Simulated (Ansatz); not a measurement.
**One shape, several levels: SiH2Cl (chlorosilyl radical)**

Aim: a comparison of 6 runs (UHF/STO-3G, U-r2SCAN0/STO-3G, UBHLYP/STO-3G, RPA@PBE/STO-3G, UMP2/STO-3G, UCCSDT(Q)/STO-3G) of SiH2Cl (chlorosilyl radical). 

Program for the calculation: Ansatz 0.2.0.

52 further runs of the same task are left out: 52 set aside as unsound or not needed.

## Step 1: The structure to begin with

SiH2Cl: 4 atoms, total charge 0, spin state doublet. As SMILES, `[SiH2]Cl`. The H4–Si1 distance was set to 2.903 Å, away from the relaxed value. At this shape a bond of the SMILES string is far longer than usual.

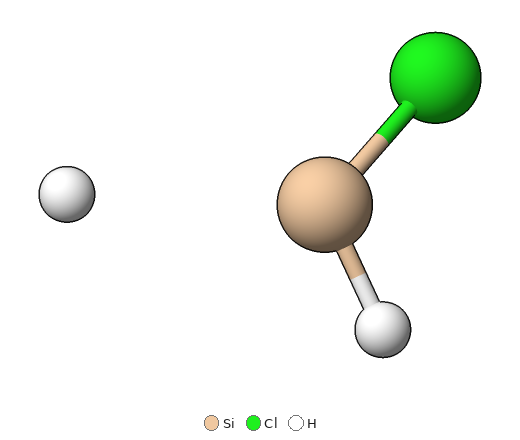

Viewed from a chosen angle; silicon light orange, chlorine green, hydrogen white.

## Step 2: The energy at UHF/STO-3G (run 1)

Contents of molecule.yaml:

```yaml
crystal:
  periodic: [false, false, false]
  atoms:
    - symbol: Si
      position_ang: [-0.318050, -0.324805, 1.469172]
    - symbol: Cl
      position_ang: [1.563220, -0.622115, 2.148672]
    - symbol: H
      position_ang: [-1.099470, -1.540785, 1.600892]
    - symbol: H
      position_ang: [-0.249110, 0.800200, -1.205980]
basis:
  gaussian:
    orbitals: STO-3G
magnetization:
  spin_polarized: true
  initial_magnetization: 1
hamiltonian:
  xc: hf
accuracy: high
```

On the command line:

```
$ ansatz run molecule.yaml --threads 1 --pin off --max-ram 2610MiB --events-out events.jsonl --progress --plain --runs-dir runs
```

What it wrote:

```text
Warning: RAYON_NUM_THREADS=1 ignored (pool sized by the plan → 1); use --threads N
Functional definition: HF
  name "HF"
  exchange = exact_x
  correlation = 0
340 factors; integrals over basis functions are off by at most 7.4e-9 eV
mean field evaluation 1: about -20162.0202 eV, gradient 1.4e1 eV
mean field evaluation 2: about -20162.0472 eV, gradient 1.4e1 eV
mean field evaluation 4: about -20168.3166 eV, gradient 5.7e0 eV
mean field evaluation 8: about -20169.3922 eV, gradient 2.7e-1 eV
mean field evaluation 16: about -20169.4051 eV, gradient 8.6e-8 eV
mean field evaluation 32: about -20168.5328 eV, gradient 4.0e0 eV
mean field evaluation 64: about -20169.2984 eV, gradient 5.3e-2 eV
mean field -20169.40505710 eV, -741.2119645346 hartree, gradient 8.6e-8 eV, S^2 1.024457; 2 other end points of the search recorded, 0 dependent functions left out
reference -20169.40505710 eV, -741.2119645346 hartree; 17, 16 occupied and 3, 4 virtual orbitals, 340 factors
Total energy: -20169.40505710 eV, -741.2119645346 hartree
```

Run time: 0.26 s. Hardware: 1 thread of AMD EPYC 7R43 (Zen 3), shared host.

## Step 3: A single-point energy at U-r2SCAN0/STO-3G (run 2)

Contents of molecule.yaml:

```yaml
crystal:
  periodic: [false, false, false]
  atoms:
    - {symbol: Si, position_ang: [-0.318050, -0.324805, 1.469172]}
    - {symbol: Cl, position_ang: [1.563220, -0.622115, 2.148672]}
    - {symbol: H, position_ang: [-1.099470, -1.540785, 1.600892]}
    - {symbol: H, position_ang: [-0.249110, 0.800200, -1.205980]}
basis:
  gaussian: {orbitals: STO-3G}
magnetization: {spin_polarized: true, initial_magnetization: 1}
hamiltonian: {xc: {name: r2SCAN0}}
accuracy: high
```

On the command line:

```
$ ansatz run molecule.yaml --threads 1 --pin off --max-ram 2610MiB --events-out events.jsonl --progress --plain --runs-dir runs
```

What it wrote:

```text
Warning: RAYON_NUM_THREADS=1 ignored (pool sized by the plan → 1); use --threads N
Functional definition: r2SCAN0
  name "r2SCAN0"
  parameter a = 0.25
  parameter k0 = 0.174
  parameter k1 = 0.065
  parameter a1 = 4.9479
  exchange = (1 - a)*r2scan_x(k0 = k0, k1 = k1, a1 = a1) + a*exact_x
  correlation = r2scan_c
340 factors; integrals over basis functions are off by at most 7.4e-9 eV
mean field evaluation 1: about -20192.6908 eV, gradient 1.7e1 eV
mean field evaluation 2: about -20185.5703 eV, gradient 2.0e1 eV
mean field evaluation 4: about -20199.8313 eV, gradient 2.9e0 eV
mean field evaluation 8: about -20200.1682 eV, gradient 1.0e-1 eV
mean field evaluation 16: about -20200.1702 eV, gradient 6.3e-4 eV
mean field evaluation 32: about -20200.1046 eV, gradient 3.5e-1 eV
mean field -20200.17016220 eV, -742.3425612937 hartree, gradient 3.2e-8 eV, S^2 0.903438; 2 other end points of the search recorded, 0 dependent functions left out
reference -20200.17016288 eV, -742.3425613186 hartree; 17, 16 occupied and 3, 4 virtual orbitals, 340 factors
Total energy: -20200.17016288 eV, -742.3425613186 hartree
```

Wall time 5.4 s (1 thread of AMD EPYC 7R43 (Zen 3), shared host); peak memory 0.23 GiB.

Runs 3 to 5 aren't shown in full; the table further down has their settings and results.

## Step 4: A single-point energy at UCCSDT(Q)/STO-3G (run 6)

Contents of input.yaml:

```yaml
crystal:
  periodic: [false, false, false]
  atoms:
    - {symbol: Si, position_ang: [-0.318050, -0.324805, 1.469172]}
    - {symbol: Cl, position_ang: [1.563220, -0.622115, 2.148672]}
    - {symbol: H, position_ang: [-1.099470, -1.540785, 1.600892]}
    - {symbol: H, position_ang: [-0.249110, 0.800200, -1.205980]}
basis:
  gaussian:
    orbitals: STO-3G
magnetization:
  spin_polarized: true
  initial_magnetization: 1
correlation:
  method: ccsdt_q
  frozen_orbitals: {Cl: 5, H: 0, Si: 5}
accuracy: high
scf:
  omitted_lower_state_checks: [cluster_reference, increment]
```

On the command line:

```
$ ansatz run input.yaml --threads 1 --pin off --max-ram 2610MiB --events-out events.jsonl --progress --plain --runs-dir runs
```

What it wrote, shortened:

```text
Warning: RAYON_NUM_THREADS=1 ignored (pool sized by the plan → 1); use --threads N
Functional definition: HF
  name "HF"
[...]
340 factors; integrals over basis functions are off by at most 7.4e-9 eV
[...]
mean field -20169.40505710 eV, -741.2119645346 hartree, gradient 8.6e-8 eV, S^2 1.024457; 6 other end points of the search recorded, 0 dependent functions left out
10 core orbitals not correlated: weight in the atoms' cores, before any rotation towards them, 1.000 or more for the frozen orbitals, at most 0.000 for the correlated occupied ones
reference -20169.40505710 eV, -741.2119645346 hartree; 7, 6 occupied and 3, 4 virtual orbitals, 340 factors
second order -0.77385442 eV of doubles, -0.00000000 eV of singles
cycle   1  -0.98047454 eV  change   -2.1e-1 eV  update   5.7e-2
[...]
cycle  44  -1.29213955 eV  change  -4.1e-10 eV  update   1.5e-9
perturbative correction -0.00145872 eV, -0.0000536068 hartree
Total energy: -20170.69865536 eV, -741.2595033939 hartree
Checks for a lower state left out: cluster_reference, increment
```

It took 1.1 s on 1 thread of AMD EPYC 7R43 (Zen 3), shared host.

## Step 5: The series

```tsv
run	level	frozen core orbitals	energy (Eh)	⟨S²⟩	wall time
1	UHF/STO-3G	–	-741.211965	1.024	0.26 s
2	U-r2SCAN0/STO-3G	–	-742.342561	0.903	5.4 s
3	UBHLYP/STO-3G	–	-742.377795	0.841	1.9 s
4	RPA@PBE/STO-3G	10	-741.285974	0.806	2.2 s
5	UMP2/STO-3G	10	-741.240403	1.024	0.3 s
6	UCCSDT(Q)/STO-3G	10	-741.259503	1.024	1.1 s
```

## Step 6: What came out

| quantity | value |
| --- | --- |
| run 6: total energy | -741.25950 Eh |
| run 6: correlation energy (10 core orbitals frozen) | -47.5 mEh |
| run 6: ⟨S²⟩ of the reference determinant | 1.024 |
| run 6: T1 diagnostic | 0.054 |

Below the UHF energy at the same shape and in the same basis (STO-3G): UMP2 -28.4 mEh; UCCSDT(Q) -47.5 mEh. Totals of different functionals can't be ranked against each other. In runs 1, 2, 3, 4, 5, 6 the basis is minimal, so the values are rough. Spin contamination of the reference: run 1 ⟨S²⟩ = 1.02, run 5 ⟨S²⟩ = 1.02, run 6 ⟨S²⟩ = 1.02, run 2 ⟨S²⟩ = 0.90. All runs together took 11 s, the longest 5.4 s.
